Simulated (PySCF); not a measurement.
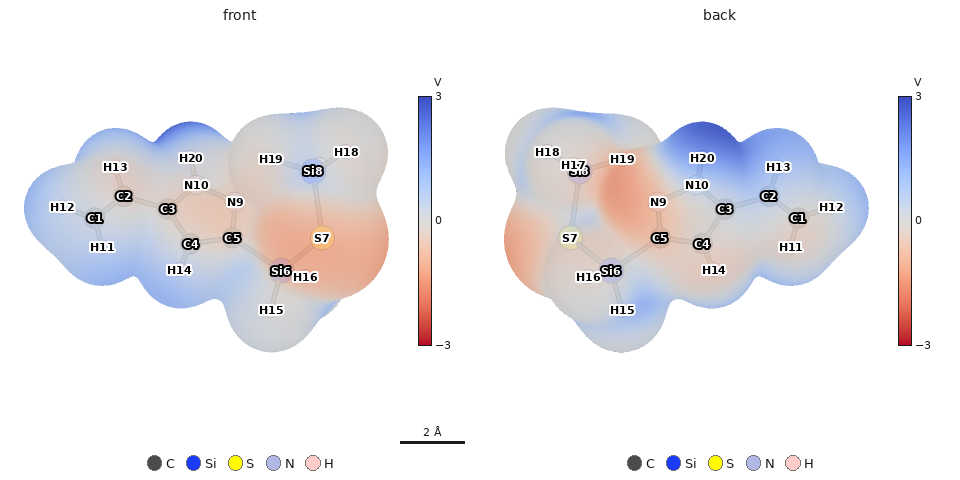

C5H10N2SSi2 (SMILES C=Cc1cc([SiH2]S[SiH3])n[nH]1). The molecular electrostatic potential painted on the density surface at 0.002 e/bohr³, seen from the front and from behind; red is negative and blue positive.

Geometry: GFN2-xTB.

Theory: PBE0/pcSseg-1, SCF density, gas phase, non-relativistic in PySCF.

```xyz
20

C     3.7485    0.7520   -0.4417
C     2.9080    0.3347    0.4987
C     1.5476   -0.0745    0.2563
C     0.7823   -0.1686   -0.8953
C    -0.4776   -0.6289   -0.4799
Si   -2.0387   -0.9383   -1.4633
S    -3.4511    0.6300   -1.0510
Si   -3.1160    1.1158    1.0170
N    -0.4836   -0.8035    0.8384
N     0.7274   -0.4727    1.2636
H     3.4562    0.8146   -1.4753
H     4.7565    1.0451   -0.2066
H     3.2289    0.2852    1.5324
H     1.0760    0.0619   -1.8979
H    -1.7739   -0.8202   -2.8911
H    -2.6399   -2.2120   -1.0821
H    -3.1727   -0.0976    1.8145
H    -4.2101    2.0354    1.2874
H    -1.8256    1.7850    1.1279
H     0.9528   -0.5314    2.2449
```

> Describe the electrostatic potential map.

The most negative region (about −1.4 V, or −32 kcal/mol for a unit charge) lies over N9, the most positive (about +2.7 V, or +62 kcal/mol for a unit charge) over H20. N9 is the likeliest acceptor of a hydrogen bond.
